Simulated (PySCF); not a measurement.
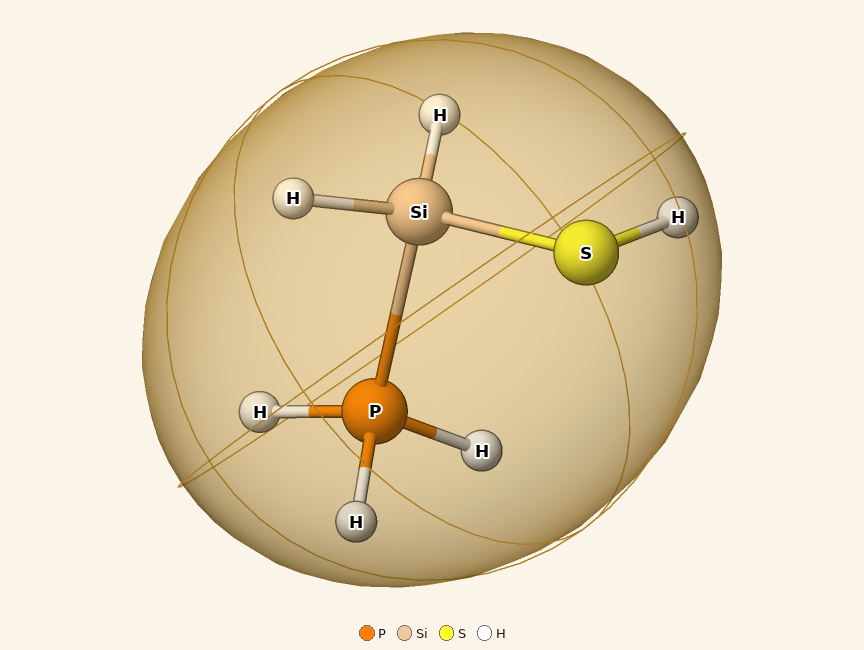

The ellipsoid shows the static dipole polarisability: its half-axes are proportional to the principal values. The species has charge +1 and is a spin singlet. The geometry was computed by an optimisation with PBE0-D3(BJ)/def2-SVP. No frequency run is at hand to confirm it as a minimum. Computed with CAM-B3LYP/def2-SVPD (PySCF 2.14.0).

**How large and how anisotropic is the polarisability?**

Principal values 57.9, 64.5, 84.5 bohr³; mean 69.0 bohr³ (10.22 Å³); anisotropy 24.0 bohr³, so the longest axis is 1.46 times the shortest.
